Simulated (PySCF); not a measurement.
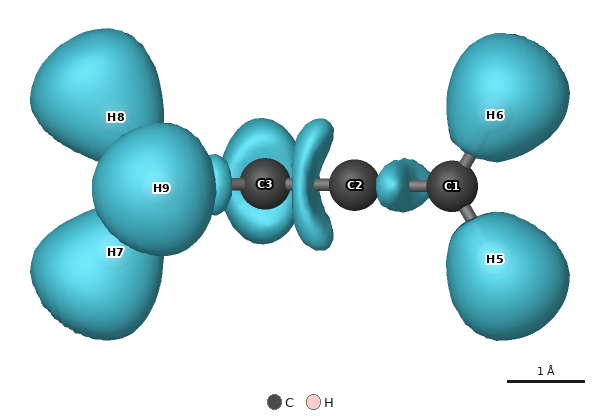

Figure. C4H5 (SMILES [CH2-]C#CC) (charge −1). Isosurface of the ELF at 0.85 (cyan), seen across its widest extent. Core shells and regions of very low density are left out.

Geometry: PBE0-D3(BJ)/ma-def2-SVP.

The calculation used PySCF 2.14.0, density-fitted response routines, DFT single point, gas phase, functional PBE0.

```yaml
atoms:
  - { symbol: C, position_ang: [1.8154, -0.3863, 0.0697] }
  - { symbol: C, position_ang: [0.5439, 0.0917, 0.0503] }
  - { symbol: C, position_ang: [-0.6240, 0.5995, -0.0023] }
  - { symbol: C, position_ang: [-1.9347, 0.0895, 0.4852] }
  - { symbol: H, position_ang: [2.2191, -0.9868, -0.7556] }
  - { symbol: H, position_ang: [2.5069, -0.1539, 0.8898] }
  - { symbol: H, position_ang: [-2.6705, 0.0063, -0.3372] }
  - { symbol: H, position_ang: [-2.3983, 0.7858, 1.2098] }
  - { symbol: H, position_ang: [-1.8941, -0.9112, 0.9823] }
```

What do the ELF domains correspond to?

Answer. The surface consists of three regions between bonded C–C atoms (shared pairs), five regions around hydrogen nuclei and one lobe on C, pointing away from the bonds (lone pairs). Along the contacts the grid gives the following. C–C (1.27 Å): the ELF peaks at about 0.90 between the atoms; a multiple bond. C–H (1.10 Å): the ELF climbs to about 1 towards the hydrogen, as it does in any bond to H: an ordinary covalent bond to hydrogen.
